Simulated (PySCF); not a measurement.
```tsv
atom	x (Å)	y (Å)	z (Å)
C	1.6824	-0.3784	1.2328
C	1.7171	1.0234	0.7062
C	1.1259	-0.0749	-0.1261
C	-0.3525	-0.1262	-0.3609
C	-1.0958	0.6342	-1.4778
C	-2.1001	-0.2002	-0.6740
C	-1.4547	0.2751	0.6345
C	-1.1465	-1.4002	-0.7137
H	2.6057	-0.9338	1.2951
H	0.9868	-0.6023	2.0266
H	1.0450	1.7445	1.1449
H	2.6647	1.4415	0.4029
H	1.6956	-0.4117	-0.9854
H	-0.8962	0.3268	-2.4998
H	-1.1541	1.7140	-1.3822
H	-1.5453	1.3299	0.8753
H	-1.5873	-0.3557	1.5083
H	-0.9503	-1.8501	-1.6821
H	-1.2503	-2.1465	0.0679
```

Geometry: GFN2-xTB.

All numbers below come from UKS B3LYP, pcH-1 on C H, non-relativistic, mean-field spin-orbit, GIAO (PySCF 2.14.0, density-fitted response routines).

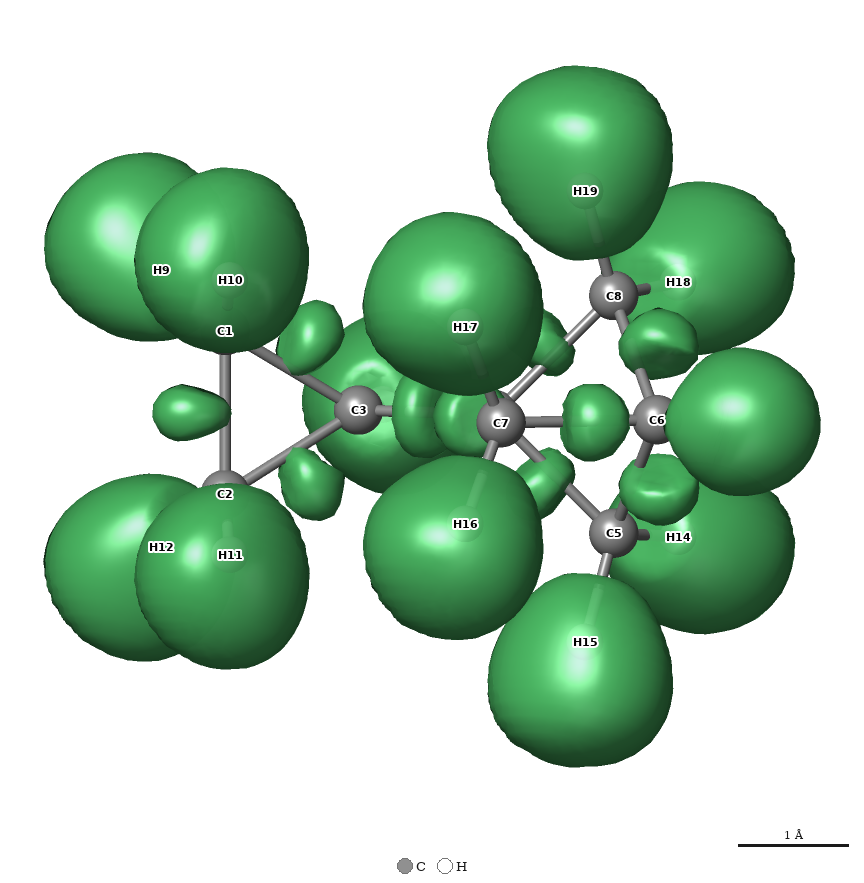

C₈H₁₁ (SMILES C1CC1C12C[C](C1)C2) (doublet). Isosurface of the electron localisation function at 0.85 (green), seen at a tilt. Core shells and regions of very low density are left out.

Where are the electrons localised?

The ELF exceeds this value in ten regions between bonded C–C atoms (shared pairs), eleven regions around hydrogen nuclei and one lobe on C, pointing away from the bonds (non-bonding electrons). Profiles from the grid: C–C (1.50 Å): the ELF peaks at about 0.95 between the atoms (localised, covalent bonding). C–H (1.08 Å): the ELF climbs to about 1 towards the hydrogen, as it does in any bond to H; a covalent bond by its length.
